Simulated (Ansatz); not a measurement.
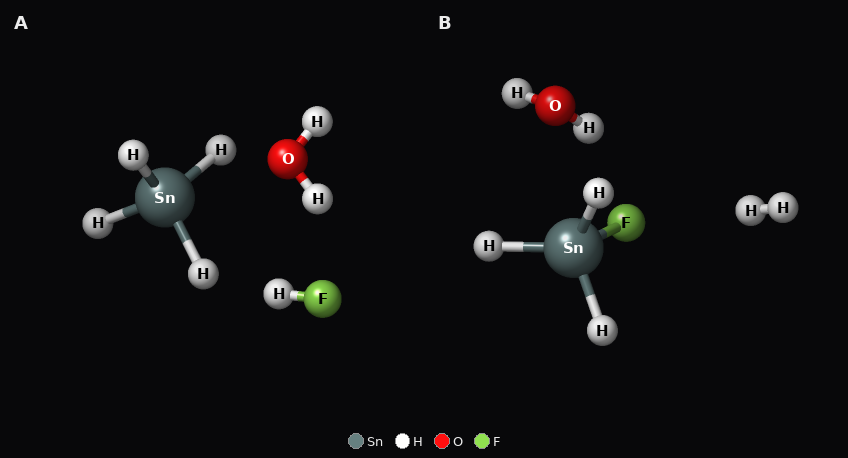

2 stationary structures of one formula. Geometries: PBE0-D4/def2-TZVP. Electronic energies: CCSD(T)/CBS (MP2 limit from def2-TZVPP and def2-QZVPP plus CCSD(T) − MP2) (Ansatz 0.2.0), without zero-point energy. Each is one conformer, not always the lowest.

> Which structure is the most stable?

B is lowest (a minimum); A lies 0.342 eV above it (a minimum).
